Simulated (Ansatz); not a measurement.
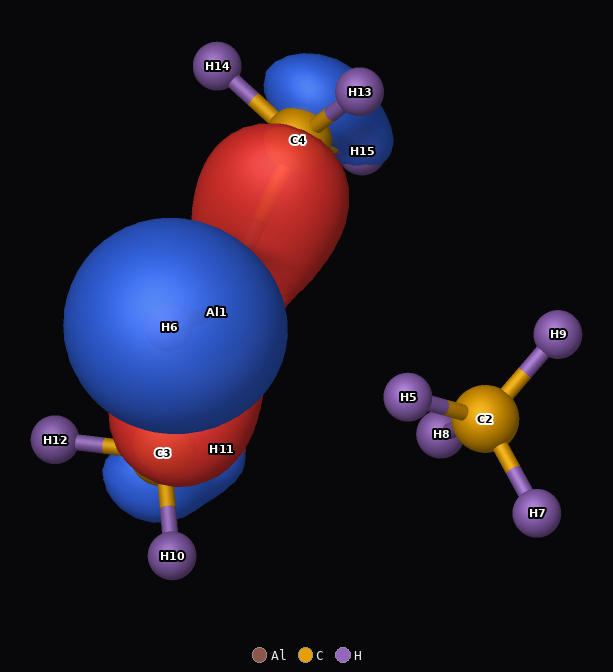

*C2H7Al···CH4. The HOMO−1 at ±0.15 Å⁻³ᐟ² (red and blue are the two phases), seen at a tilt.*

These are results of RKS PBE0-D4/def2-SVP (Ansatz 0.2.0), not measurements.

```xyz
15

Al   -0.3960   -0.4590   -0.8141
C     0.4378    1.9051    0.6375
C    -1.7378   -1.0310    0.4992
C     1.4493   -1.1218   -0.7615
H     0.0819    1.8846   -0.4070
H    -0.8867    0.3665   -2.0940
H     0.0257    2.8077    1.1070
H     0.0931    1.0334    1.2138
H     1.5341    1.9354    0.6437
H    -2.4871   -0.2481    0.7026
H    -1.3013   -1.3464    1.4611
H    -2.2976   -1.8982    0.1043
H     2.1589   -0.4337   -1.2506
H     1.5186   -2.0817   -1.3061
H     1.8070   -1.3129    0.2640
```

Q: Where does this orbital lie, and at what energy?

A: It lies mainly on H6 (about 35 %), Al1 (about 30 %), C4 (about 15 %) and C3 (about 10 %). Its energy is −7.68 eV.
